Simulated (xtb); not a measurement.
Geometry relaxation of C$_{2}$N$_{2}$ (part 1 of 3)

C$_{2}$N$_{2}$ (bisisocyanide), SMILES [C-]#[N+][N+]#[C-], computed with GFN1-xTB (xtb 6.7.1 later snapshot).

The atoms were displaced at random from an optimised geometry.

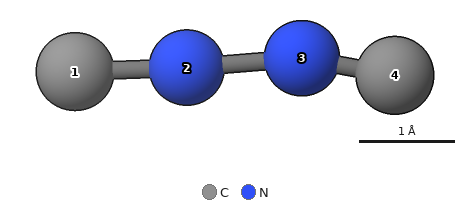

*The input geometry (ball-and-stick view, seen on its broad side; atoms are numbered from 1 in the order of the input).*

Bond lengths as drawn: C–N 1.00 to 1.18 Å and N–N 1.23 Å.

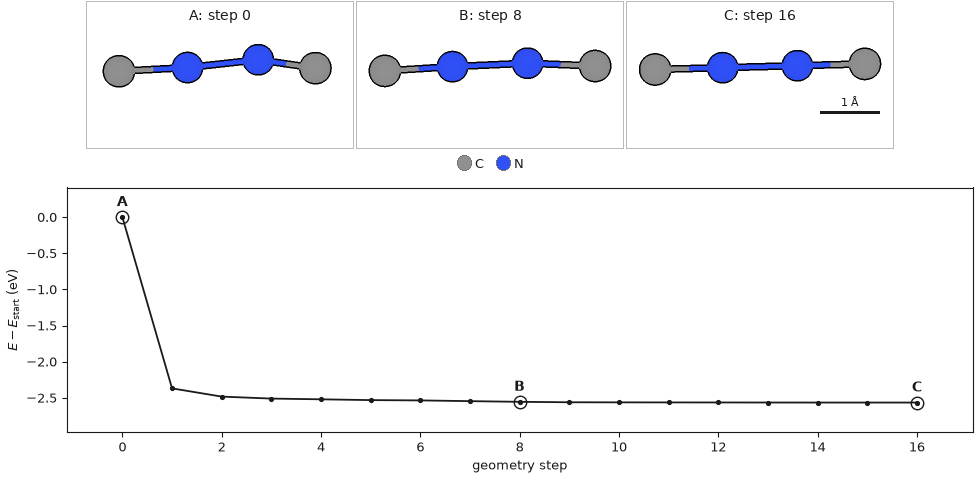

*Frames of the relaxation (ball-and-stick view, seen at an oblique angle) above the curves, on which the letters mark them (steps are counted from 0).*

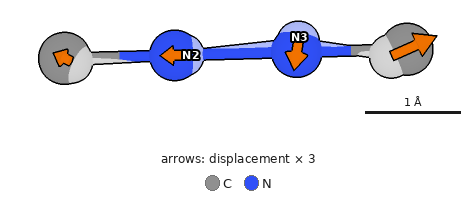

*Start (faint) and end (solid) with the displacements as orange arrows, magnified 3 times (ball-and-stick view, seen at an oblique angle). The two geometries are laid on each other by the best rigid fit.*

Over 16 geometry steps the energy falls by 2.565 eV. The atom that moves furthest after the best rigid fit is C4 (0.18 Å). Largest moves by element: C 0.18 Å, N 0.11 Å. Distances before and after: N3–C4 1.001 → 1.164 Å, N2–N3 1.226 → 1.288 Å, C1–N2 1.181 → 1.164 Å. Among the angles that change: N2–N3–C4 164.9° → 180.0°, C1–N2–N3 176.6° → 180.0°. (Atoms are counted from 1 in the order of the input.)

The input that produced these results follows, with the program's output.

## The input (geom.xyz)
```
4

C     -0.561280     1.636430     0.268600
N     -0.157220     0.534900     0.136040
N      0.281300    -0.608020     0.069170
C      0.434140    -1.573210    -0.146040
```

Run as:
```bash
xtb geom.xyz -c 0 -o tight --gfn 1 > geom.out
```

## Output
```
* xtb version 6.7.1
   ID    Z sym.   atoms
    1    6 C      1, 4
    2    7 N      2, 3

           -------------------------------------------------
          |                Calculation Setup                |
           -------------------------------------------------

          program call               : xtb geom.xyz -c 0 -o tight --gfn 1
          coordinate file            : geom.xyz
          omp threads                :                     1

           -------------------------------------------------
          |                 G F N 1 - x T B                 |
           -------------------------------------------------

      * Hamiltonian:
        H0-scaling (s, p, d)           1.850000    2.250000    2.000000
        zeta-weighting                 0.000000
      * Dispersion:
        s8                             2.400000
        a1                             0.630000
        a2                             5.000000
        s9                             0.000000
      * Repulsion:
        kExp                           1.500000
        rExp                           1.000000
      * Coulomb:
        alpha                          2.000000
        third order                    atomic
        anisotropic                    false
      * Halogen bond correction:
        rad-scale                      1.300000
        damping                        0.440000

          ...................................................
          :                      SETUP                      :
          :.................................................:
          :  # basis functions                  16          :
          :  # atomic orbitals                  16          :
          :  # shells                            8          :
          :  # electrons                        18          :
          :  # halogen bonds                     0          :
          :  max. iterations                   250          :
          :  Hamiltonian                  GFN1-xTB          :
          :  restarted?                      false          :
          :  GBSA solvation                  false          :
          :  PC potential                    false          :
          :  electronic temp.          300.0000000     K    :
          :  accuracy                    1.0000000          :
          :  -> integral cutoff          0.2500000E+02      :
          :  -> integral neglect         0.1000000E-07      :
          :  -> SCF convergence          0.1000000E-05 Eh   :
          :  -> wf. convergence          0.2000000E-04 e    :
          :  Broyden damping             0.4000000          :
          :  net charge                          0          :
          :  unpaired electrons                  0          :
          ...................................................

 iter      E             dE          RMSdq      gap      omega  full diag
   1    -10.5885377 -0.105885E+02  0.947E+00    4.51       0.0  T
   2    -10.6504442 -0.619065E-01  0.538E+00    4.22       1.0  T
   3    -10.6582894 -0.784517E-02  0.289E+00    4.02       1.0  T
   4    -10.6603096 -0.202024E-02  0.399E-01    4.20       1.0  T
   5    -10.6603801 -0.704906E-04  0.314E-02    4.15       1.6  T
   6    -10.6603823 -0.214193E-05  0.599E-03    4.14       8.3  T
   7    -10.6603823 -0.839674E-07  0.741E-04    4.14      67.5  T
   8    -10.6603823 -0.195618E-09  0.354E-04    4.14     141.3  T
   9    -10.6603823 -0.250024E-09  0.393E-06    4.14   12709.1  T
  10    -10.6603823 -0.230926E-13  0.524E-08    4.14  100000.0  T

   *** convergence criteria satisfied after 10 iterations ***

         #    Occupation            Energy/Eh            Energy/eV
      -------------------------------------------------------------
         1        2.0000           -0.8706556             -23.6917
       ...           ...                  ...                  ...
         3        2.0000           -0.6701788             -18.2365
         4        2.0000           -0.6046981             -16.4547
         5        2.0000           -0.6043969             -16.4465
         6        2.0000           -0.4933431             -13.4245
         7        2.0000           -0.4930884             -13.4176
         8        2.0000           -0.4550290             -12.3820
         9        2.0000           -0.4243702             -11.5477 (HOMO)
        10                         -0.2722466              -7.4082 (LUMO)
        11                         -0.2711034              -7.3771
        12                         -0.1218553              -3.3159
        13                         -0.1101699              -2.9979
        14                          0.3156796               8.5901
       ...                                ...                  ...
        16                          2.5743834              70.0525
      -------------------------------------------------------------
                  HL-Gap            0.1521236 Eh            4.1395 eV
             Fermi-level           -0.3483084 Eh           -9.4780 eV

 SCC (total)                   0 d,  0 h,  0 min,  0.002 sec
 SCC setup                      ...        0 min,  0.000 sec (  2.246%)
 Dispersion                     ...        0 min,  0.000 sec (  0.971%)
 classical contributions        ...        0 min,  0.000 sec (  0.198%)
 integral evaluation            ...        0 min,  0.000 sec ( 20.485%)
 iterations                     ...        0 min,  0.001 sec ( 43.610%)
 molecular gradient             ...        0 min,  0.001 sec ( 27.272%)
 printout                       ...        0 min,  0.000 sec (  4.645%)

         :::::::::::::::::::::::::::::::::::::::::::::::::::::
         ::                     SUMMARY                     ::
         :::::::::::::::::::::::::::::::::::::::::::::::::::::
         :: total energy             -10.286767991004 Eh    ::
         :: gradient norm              0.903057876840 Eh/a0 ::
         :: HOMO-LUMO gap              4.139494210693 eV    ::
         ::.................................................::
         :: SCC energy               -10.660382344165 Eh    ::
         :: -> electrostatic           0.000857885670 Eh    ::
         :: repulsion energy           0.374692000159 Eh    ::
         :: dispersion energy         -0.001077646997 Eh    ::
         :: halogen bond corr.         0.000000000000 Eh    ::
         :: add. restraining           0.000000000000 Eh    ::
         :: total charge               0.000000000000 e     ::
         :::::::::::::::::::::::::::::::::::::::::::::::::::::

      -----------------------------------------------------------
     |                   =====================                   |
     |                        A N C O P T                        |
     |                   =====================                   |
     |               Approximate Normal Coordinate               |
     |                Rational Function Optimizer                |
      -----------------------------------------------------------

          ...................................................
          :                      SETUP                      :
          :.................................................:
          :   optimization level             tight          :
          :   max. optcycles                   200          :
          :   ANC micro-cycles                  20          :
          :   degrees of freedom                 6          :
          :.................................................:
          :   RF solver                   davidson          :
          :   write xtbopt.log                true          :
          :   linear?                        false          :
          :   energy convergence         0.1000000E-05 Eh   :
          :   grad. convergence          0.8000000E-03 Eh/α :
          :   maximum RF displ.          1.0000000          :
          :   Hlow (freq-cutoff)         0.1000000E-01      :
          :   Hmax (freq-cutoff)         5.0000000          :
          :   S6 in model hess.         20.0000000          :
          ...................................................

generating ANC from exact Hessian ...
Using Lindh-Hessian (1995)
 Shifting diagonal of input Hessian by    0.0000000000000000
 Lowest  eigenvalues of input Hessian
    0.000000    0.000000    0.000000    0.000000    0.000000    0.000000
    0.016787    0.521508    0.636746    1.828079    2.403855    3.782667
 Highest eigenvalues
    0.016787    0.521508    0.636746    1.828079    2.403855    3.782667

........................................................................
.............................. CYCLE    1 ..............................
........................................................................

 iter      E             dE          RMSdq      gap      omega  full diag
   1    -10.6603823 -0.106604E+02  0.222E-10    4.14       0.0  T
   2    -10.6603823  0.177636E-14  0.466E-11    4.14  100000.0  T
   3    -10.6603823  0.888178E-14  0.169E-11    4.14  100000.0  T
     SCC iter.                  ...        0 min,  0.000 sec
     gradient                   ...        0 min,  0.001 sec
 * total energy  :   -10.2867680 Eh     change        0.1776357E-14 Eh
   gradient norm :     0.9030579 Eh/α   predicted     0.0000000E+00 (-100.00%)
   displ. norm   :     0.3431965 α      lambda       -0.2705128E+00
   maximum displ.:     0.2102954 α      in ANC's #3, #5, #6, ...

........................................................................
.............................. CYCLE    2 ..............................
........................................................................

 iter      E             dE          RMSdq      gap      omega  full diag
   1    -10.5440450 -0.105440E+02  0.280E+00    3.90       0.0  T
   2    -10.5519157 -0.787068E-02  0.731E-01    3.80       1.0  T
   3    -10.5537016 -0.178598E-02  0.689E-01    3.93       1.0  T
   4    -10.5539792 -0.277541E-03  0.101E-01    3.91       1.0  T
   5    -10.5540022 -0.229992E-04  0.199E-02    3.92       2.5  T
   6    -10.5540030 -0.852627E-06  0.291E-03    3.92      17.2  T
   7    -10.5540031 -0.243134E-07  0.719E-05    3.92     695.2  T
   8    -10.5540031 -0.191847E-11  0.305E-05    3.92    1640.4  T
     SCC iter.                  ...        0 min,  0.000 sec
     gradient                   ...        0 min,  0.000 sec
 * total energy  :   -10.3738171 Eh     change       -0.8704914E-01 Eh
   gradient norm :     0.1436685 Eh/α   predicted    -0.1511874E+00 (  73.68%)
   displ. norm   :     0.0766291 α      lambda       -0.6135459E-02
   maximum displ.:     0.0523819 α      in ANC's #1, #3, #6, ...

........................................................................
.............................. CYCLE    3 ..............................
........................................................................

 iter      E             dE          RMSdq      gap      omega  full diag
   1    -10.5532919 -0.105533E+02  0.394E-01    4.02       0.0  T
   2    -10.5534923 -0.200445E-03  0.119E-01    4.05       1.0  T
   3    -10.5535252 -0.328457E-04  0.735E-02    4.04       1.0  T
   4    -10.5535265 -0.135718E-05  0.101E-02    4.04       4.9  T
   5    -10.5535266 -0.133764E-06  0.957E-04    4.04      52.2  T
   6    -10.5535266 -0.116755E-08  0.101E-04    4.04     494.3  T
   7    -10.5535266 -0.214300E-10  0.197E-06    4.04   25394.4  T
     SCC iter.                  ...        0 min,  0.000 sec
     gradient                   ...        0 min,  0.001 sec
 * total energy  :   -10.3780011 Eh     change       -0.4183924E-02 Eh
   gradient norm :     0.0780594 Eh/α   predicted    -0.3085743E-02 ( -26.25%)
   displ. norm   :     0.1951060 α      lambda       -0.3780745E-02
   maximum displ.:     0.1892476 α      in ANC's #1, #6, #3, ...
```
